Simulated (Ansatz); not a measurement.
BSiH$_{5}$O$_{2}$: several calculations on one system

## 1. Relaxation

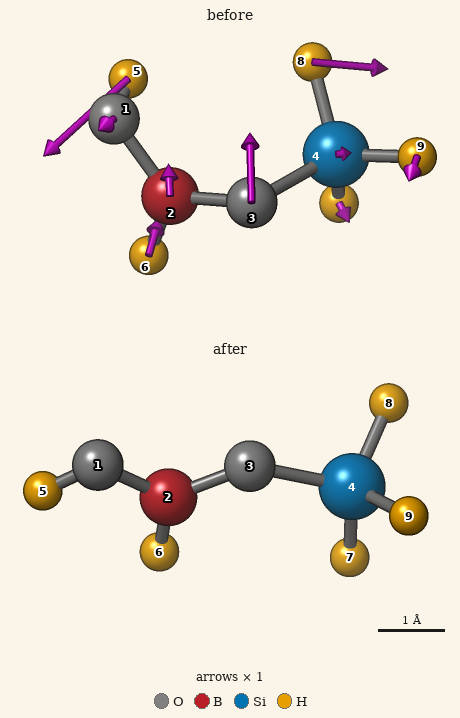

The structure of BSiH$_{5}$O$_{2}$ (coarse preliminary run) before (top) and after (bottom) a relaxation, at one scale. The purple arrows give the displacements, at their true length.

Style: ball-and-stick. Shown from a free direction.

Method: Ansatz, RKS PBE-D4/def2-SVP. Settings: force threshold 0.03 eV/Å; at most 250 steps.

Summarise the run.

Answer. The optimiser took 16 steps. H5 moves most after the best rigid fit: 1.89 Å. By element the largest moves are H 1.89 Å, O 1.21 Å, B 0.52 Å, Si 0.25 Å. Some distances before and after: O3–Si4 1.825 → 1.685 Å, Si4–H9 1.399 → 1.500 Å, O1–B2 1.464 → 1.365 Å, B2–O3 1.452 → 1.366 Å. Among the angles between lasting bonds that change: B2–O3–Si4 105.3° → 132.8°, B2–O1–H5 105.7° → 111.4°, H7–Si4–H9 111.9° → 109.9°. Groups turn about B2–O3 by about 90°, O1–B2 by about 85°, O3–Si4 by about 55°.

## 2. Relaxation

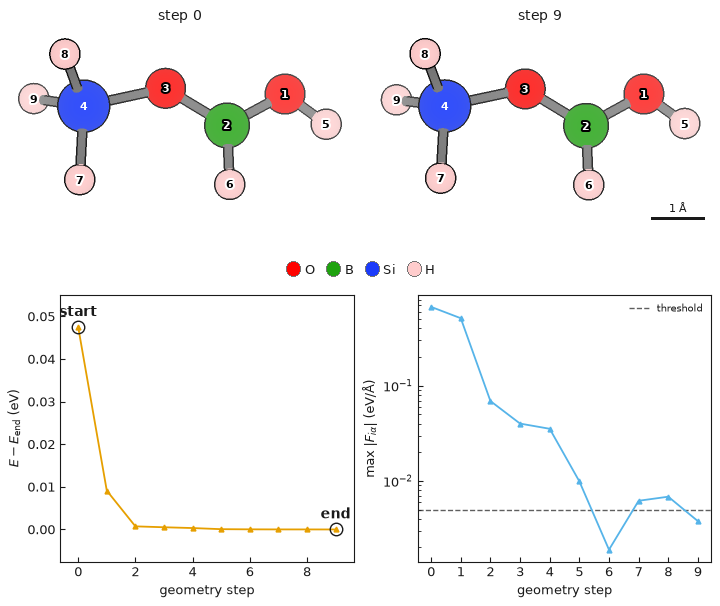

First and last geometry of a relaxation of BSiH₅O₂, with the history of the run. Style: ball-and-stick. Shown at a tilt.

All numbers below come from Ansatz, RKS PBE0-D4/def2-TZVP.

The input:
```yaml
crystal:
  periodic: [false, false, false]
  atoms:
    - {symbol: O, position_ang: [-2.225533, -0.329725, 0.877910]}
    - {symbol: B, position_ang: [-1.109322, 0.226528, 0.324231]}
    - {symbol: O, position_ang: [-0.022865, -0.586028, 0.163024]}
    - {symbol: Si, position_ang: [1.524616, -0.319896, -0.447307]}
    - {symbol: H, position_ang: [-2.945410, 0.319345, 0.952963]}
    - {symbol: H, position_ang: [-1.077179, 1.404371, -0.015460]}
    - {symbol: H, position_ang: [1.652091, 1.083669, -0.977124]}
    - {symbol: H, position_ang: [2.519162, -0.538731, 0.655265]}
    - {symbol: H, position_ang: [1.772939, -1.305831, -1.550602]}
basis:
  gaussian: {orbitals: def2-TZVP}
hamiltonian: {xc: pbe0, dispersion: d4}
relax: {f_tol: 0.005, max_steps: 200}
```

> What do the curves and the structures tell?

It converged. After 9 geometry steps the energy has fallen by 0.047 eV. The largest force component goes from 0.67 to 0.0038 eV/Å. The largest moves after the best rigid fit, 0.057 Å, are those of H6 and H9. By element the largest moves are H 0.057 Å, O 0.044 Å, Si 0.020 Å, B 0.020 Å. Among the contacts that change: O3–Si4 1.685 → 1.646 Å, B2–H6 1.226 → 1.205 Å, Si4–H7 1.506 → 1.487 Å, Si4–H8 1.501 → 1.483 Å.

## 3. Scan

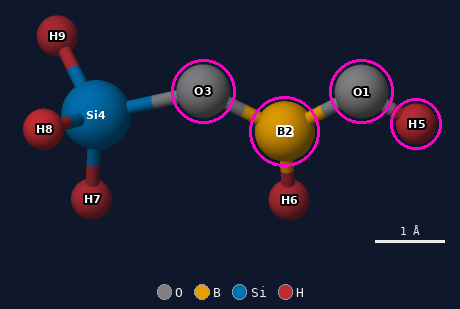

BSiH₅O₂: the H5–O1–B2 angle and the H5–O1–B2–O3 dihedral angle are varied on a grid, with the rest of the molecule carried along rigidly. The picture shows the minimum geometry. The ringed atoms are those of the scanned coordinate. Style: ball-and-stick. Shown at a tilt.

Computed with Ansatz: PBE0-D4, basis def2-TZVPP, on geometries moved rigidly from the minimum at PBE0-D4/def2-TZVP. Energies are counted from the PBE0-D4/def2-TZVP minimum geometry at the same level.

Input file:
```yaml
crystal:
  periodic: [false, false, false]
  atoms:
    - {symbol: O, position_ang: [-2.192986, -0.318199, 0.885117]}
    - {symbol: B, position_ang: [-1.092812, 0.230427, 0.313612]}
    - {symbol: O, position_ang: [0.001554, -0.554460, 0.180389]}
    - {symbol: Si, position_ang: [1.509374, -0.315813, -0.434365]}
    - {symbol: H, position_ang: [-2.923386, 0.300021, 0.943180]}
    - {symbol: H, position_ang: [-1.088768, 1.375192, -0.062151]}
    - {symbol: H, position_ang: [1.649909, 1.074639, -0.941508]}
    - {symbol: H, position_ang: [2.501044, -0.560258, 0.640568]}
    - {symbol: H, position_ang: [1.724569, -1.277848, -1.541943]}
basis:
  gaussian: {orbitals: def2-TZVPP}
hamiltonian: {xc: pbe0, dispersion: d4}
```

**Predict the energy profile on a grid with rows 82.5, 97.5, 112.5, 127.5, 142.5 and columns 18.2, 78.2, 138.2, 198.2, 258.2, 318.2 (H5–O1–B2 angle (°); H5–O1–B2–O3 dihedral angle (°)).**

Rows: H5–O1–B2 angle (°); columns: H5–O1–B2–O3 dihedral angle (°); values in kJ/mol.

|  | 18.2 | 78.2 | 138.2 | 198.2 | 258.2 | 318.2 |
| --- | --- | --- | --- | --- | --- | --- |
| 82.5 | 55.2 | 98.9 | 72.7 | 57.2 | 98.1 | 73.1 |
| 97.5 | 14.0 | 60.3 | 32.9 | 16.4 | 59.9 | 32.4 |
| 112.5 | 2.9 | 44.3 | 19.3 | 4.1 | 44.0 | 19.2 |
| 127.5 | 12.2 | 43.6 | 24.4 | 12.4 | 43.4 | 24.6 |
| 142.5 | 32.3 | 51.4 | 39.7 | 32.1 | 51.3 | 39.9 |

In pairs of (H5–O1–B2 angle (°); H5–O1–B2–O3 dihedral angle (°)): the lowest computed point lies at (112.5, 18.2) (2.9 kJ/mol), the highest at (82.5, 78.2) (98.9 kJ/mol). It lies on the edge of the grid, so the true minimum may be outside the range scanned.

As a map, interpolated between the computed points (dots):

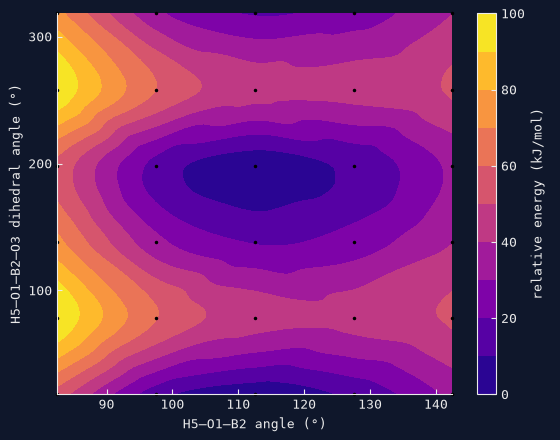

## 4. Energy map

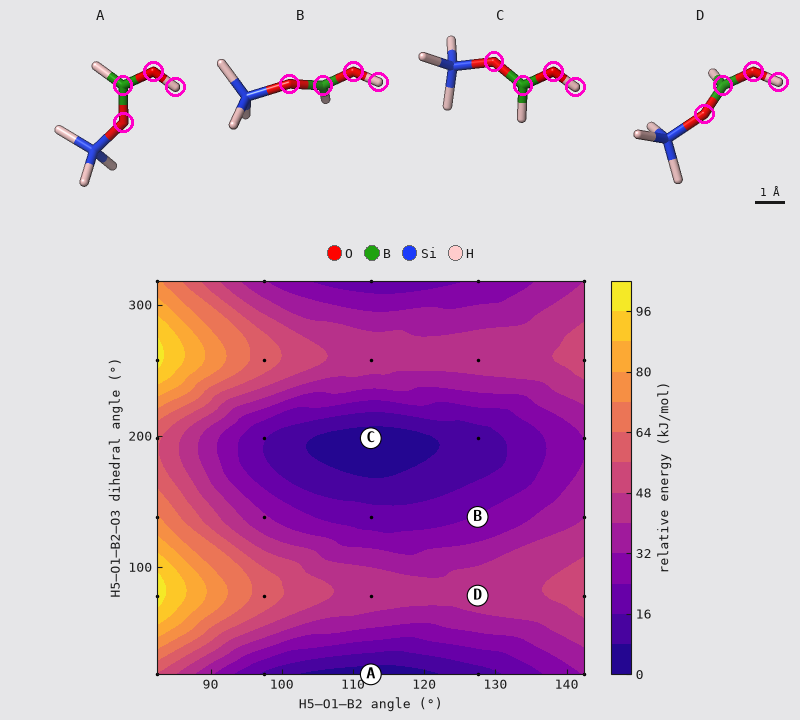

BSiH₅O₂: one H–O–B angle and one H–O–B–O dihedral angle are varied on a grid, with the rest of the molecule carried along rigidly. The map is interpolated between the computed points (dots). The lettered frames are marked on it. Style: stick. Shown at a tilt. The ringed atoms are those of the scanned coordinates.

Computed with Ansatz: PBE0-D4, basis def2-TZVPP, on geometries moved rigidly from the minimum at PBE0-D4/def2-TZVP. Energies are counted from the PBE0-D4/def2-TZVP minimum geometry at the same level.

### Where is the lowest point of the map, and what else does it tell?

In pairs of (H5–O1–B2 angle (°); H5–O1–B2–O3 dihedral angle (°)): the lowest computed point lies at (112.5, 18.2) (2.9 kJ/mol), the highest at (82.5, 78.2) (98.9 kJ/mol). It lies on the edge of the grid, so the true minimum may be outside the range scanned. The frames lie at A (112.5, 18.2): 2.9 kJ/mol, B (127.5, 138.2): 24.4 kJ/mol, C (112.5, 198.2): 4.1 kJ/mol, D (127.5, 78.2): 43.6 kJ/mol.
